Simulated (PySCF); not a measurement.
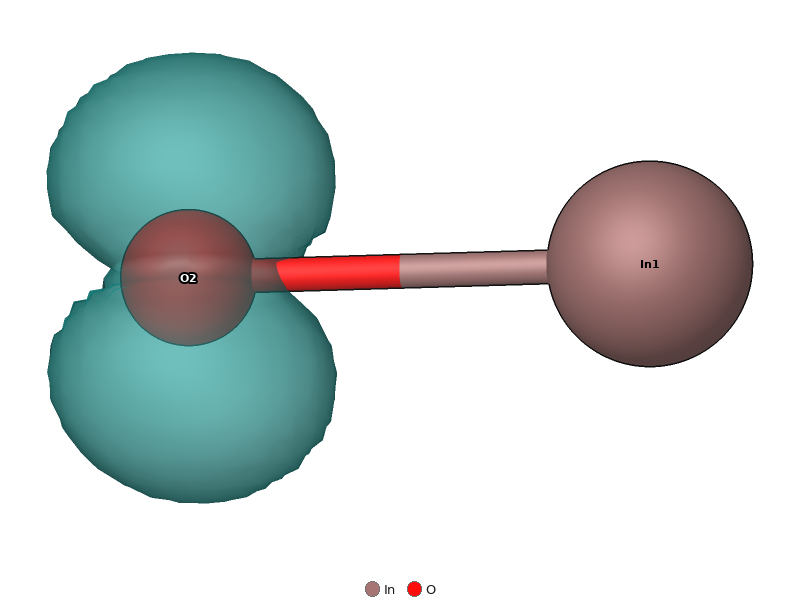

InO (doublet). Isosurfaces of the spin density (α minus β) at +0.1 (teal) and −0.1 e/Å³ (pink), seen from one side.

Core potentials replace the inner electrons of In.

Theory: PySCF 2.14.0, PBE0/def2-SVPD, non-relativistic Hamiltonian with scalar-relativistic core potentials where named, at a bond length of 2.129 Å.

| atom | x (Å) | y (Å) | z (Å) |
| --- | --- | --- | --- |
| In | 0.0000 | 0.0000 | -0.2601 |
| O | 0.0000 | 0.0000 | 1.8689 |

Which atoms carry the spin?

The unpaired spin (1 electron) lies mostly on O2 (about 1.0), in electrons by Hirshfeld's partition. Only one sign reaches the isovalue.
